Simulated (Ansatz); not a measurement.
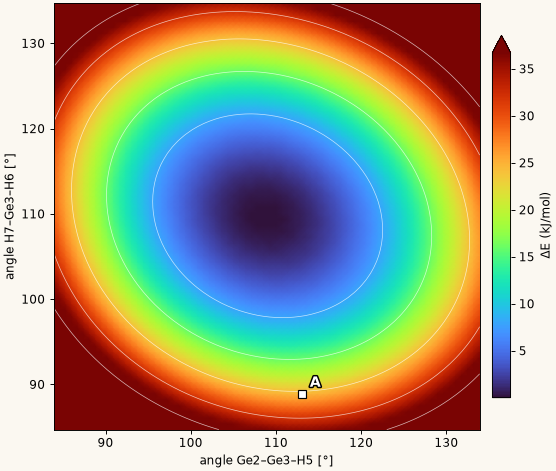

FGe₂H₄, SMILES [F][GeH][GeH3], spin multiplicity 2. First axis: angle Ge2–Ge3–H5. Second axis: angle H7–Ge3–H6. Nothing is relaxed (all other coordinates rigid). Grid: 13 × 13 points. All energies are given in kJ/mol relative to the lowest grid point. The calculation used UKS PBE0-D4/def2-SVP in Ansatz.

In the figure: a smooth colour map with a few white contour lines, one colour for all values above the top of the scale, the point A. Between grid points the surface is interpolated.

Is A at rest? If not, where is it pushed?

A, at angle Ge2–Ge3–H5 = 113.0°, angle H7–Ge3–H6 = 88.9°, is not a stationary point. The computed force is 0.061 kJ/mol for each degree towards smaller values of angle Ge2–Ge3–H5 and 2.4 kJ/mol for each degree towards larger values of angle H7–Ge3–H6.
